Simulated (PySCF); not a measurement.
**C$_{5}$H$_{3}$NS (SMILES C#Cc1cnsc1): density, localisation and related maps**

The calculation's input:

```
{"job": {"kind": "nmr", "xc": "PBE0", "basis": "pcSseg-1"}, "charge": 0, "multiplicity": 1}
C      2.482754    -0.283258     0.525676
C      1.316124    -0.176796     0.263342
C     -0.051739    -0.034076    -0.035814
C     -0.862825     1.059848     0.369691
N     -2.108390     1.013638    -0.004895
S     -2.418091    -0.335318    -0.870546
C     -0.814553    -0.918465    -0.759969
H      3.502100    -0.376938     0.753703
H     -0.518273     1.898303     0.949528
H     -0.518224    -1.842283    -1.213243
```

Command:

```sh
OMP_NUM_THREADS=1 python probes_run.py task.json out
```

Geometry: GFN2-xTB.

Level of theory: PBE0/pcSseg-1, SCF density, gas phase, non-relativistic in PySCF.

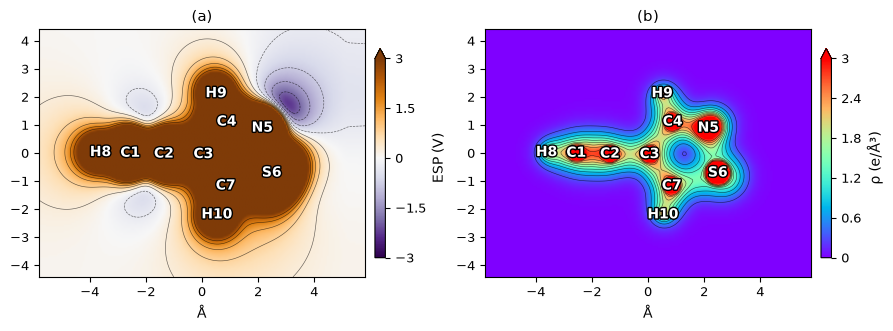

Figure 1. (a) molecular electrostatic potential; (b) electron density on the molecular plane.

Q: Interpret the plot.

A: Atoms in the plane: C, N, S and H. C–C (1.20 Å): ρ at the midpoint is about 2.7 e/Å³. C–N (1.30 Å): ρ is about 2.6 e/Å³ halfway. S–N (1.63 Å): the density is about 1.6 e/Å³ at the midpoint. C–S (1.71 Å): the density is about 1.5 e/Å³ at the midpoint. C–H (1.05 Å): ρ at the midpoint is about 2.1 e/Å³. Outside the dense part of the molecule the potential is most negative (−2.3 V) near N5.

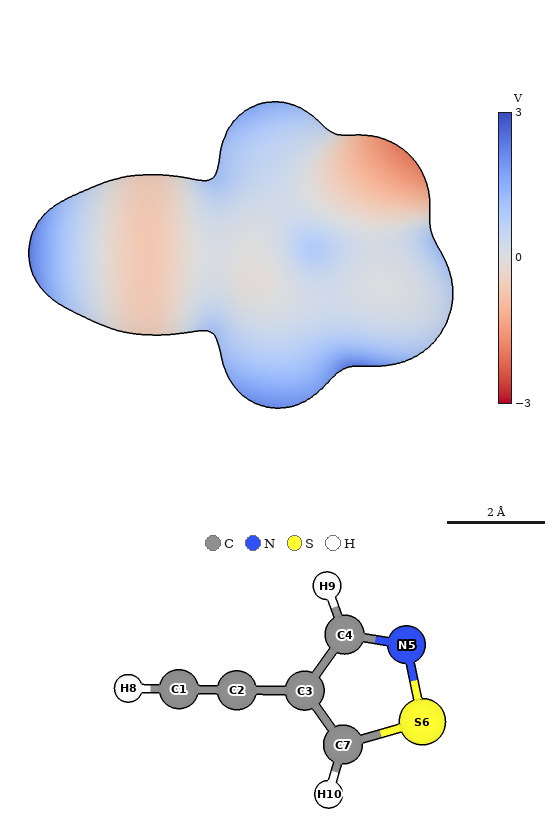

Figure 2. The electrostatic potential painted on the density surface at 0.004 e/bohr³, seen across its widest extent; the colour scale runs from red (negative) to blue (positive). The bare structure is drawn below in the same view.

Q: Describe the electrostatic potential map.

A: The most negative region (about −1.8 V) lies over N5, the most positive (about +2.3 V) over S6 and H8. N5 is the likeliest acceptor of a hydrogen bond.
